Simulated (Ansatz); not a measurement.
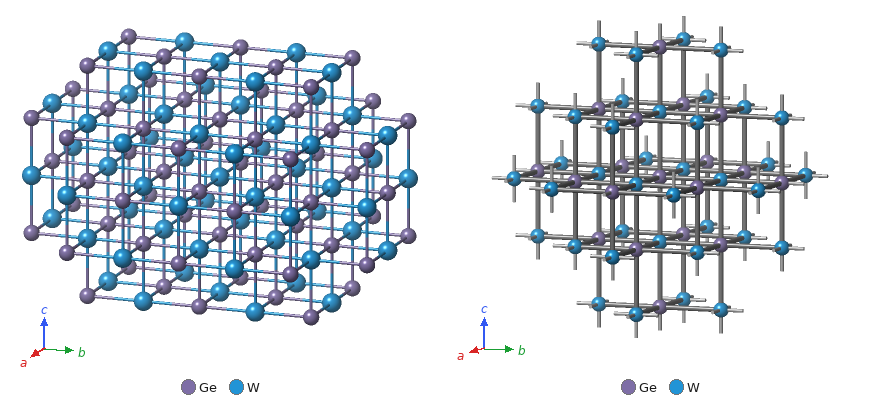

Left: the structure. Right: its underlying net. Nodes are coloured by element. Short stubs are edges that leave the cut-out.

GeW (space group Fm-3m, No. 225): the input geometry of an electronic-structure calculation (not necessarily at equilibrium); the starting structure was generated, so it need not be a known form of this composition.

Bonds are taken as Ge–W below 2.9 Å; no other contact counts. The graph is simplified in the usual way: terminal and isolated atoms are pruned, two-connected atoms become edges.

The result is a uninodal 6-connected, three-periodic net: Ge and W are 6-connected nodes. It is the pcu net, known from NaCl, ReO3 and the B-X framework of perovskite. It is a single net, without interpenetration.

```csv
node,links,point symbol,coordination sequence
Ge and W,6,4¹²·6³,6 18 38 66 102 146 198 258
```
